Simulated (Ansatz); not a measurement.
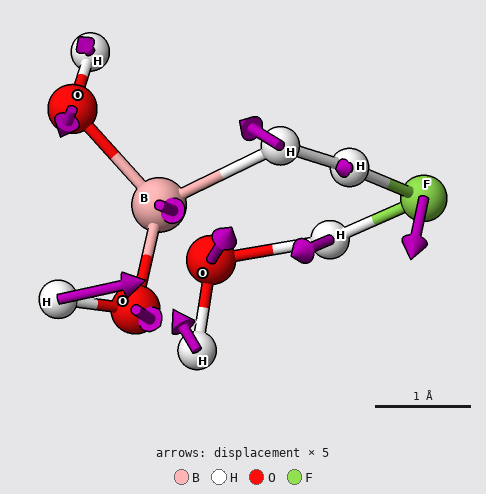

This is a saddle-point search of BH₆O₃F (coarse preliminary run). The starting structure is drawn; purple arrows show the displacements, 5 times their true length. The two geometries are superimposed by the best rigid fit.

A ball-and-stick model, seen at a tilt.

The reaction that was planned forms B1–O6, H5–F8, H2–H7 and breaks B1–H2, H5–O6, H7–F8 (atoms numbered from 1 in input order).

Method: RKS PBE0-D4/def2-SVP (Ansatz 0.2.0). 

Question: What happened in the run?

Answer: The search converged after 21 steps with a largest force component of 0.011 eV/Å and a curvature of −10.79 eV/Å² along the mode that it followed. The atom that moves furthest after the best rigid fit is an H atom (0.20 Å). Largest moves by element: H 0.20 Å, F 0.16 Å, O 0.13 Å, B 0.12 Å. Some distances before and after: B–O 1.749 → 1.533 Å, H–O 1.271 → 1.132 Å, B–H 1.518 → 1.438 Å, H–H 0.980 → 0.958 Å. Bond angles that change, for instance: O–B–O 121.6° → 117.8°, H–O–H 108.1° → 110.3°.
